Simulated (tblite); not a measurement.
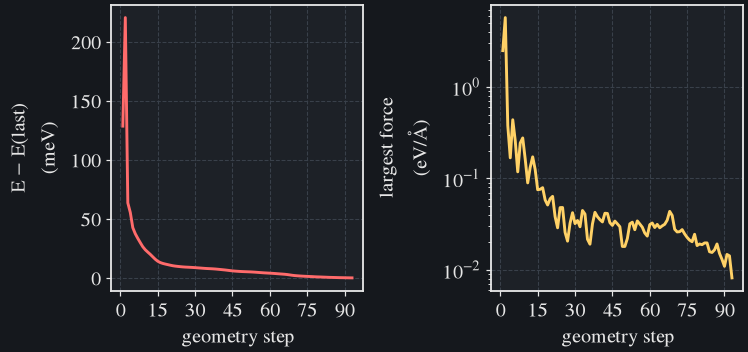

History of a geometry optimisation.

System: C9H15N (SMILES CC#C[C@@H]1CCCNCC1).
Method: GFN2-xTB geometry optimisation, gas phase in tblite.

How did it end, and what did it gain?

Answer. The optimisation met its thresholds at geometry 93, counting the start as the first. The energy fell by about 130 meV from the first step to the last, with a rise at step 2. The largest force goes from about 2.5 eV/Å at the start to 8 × 10⁻³ eV/Å at the end, with a peak of 5.7 eV/Å at step 2.
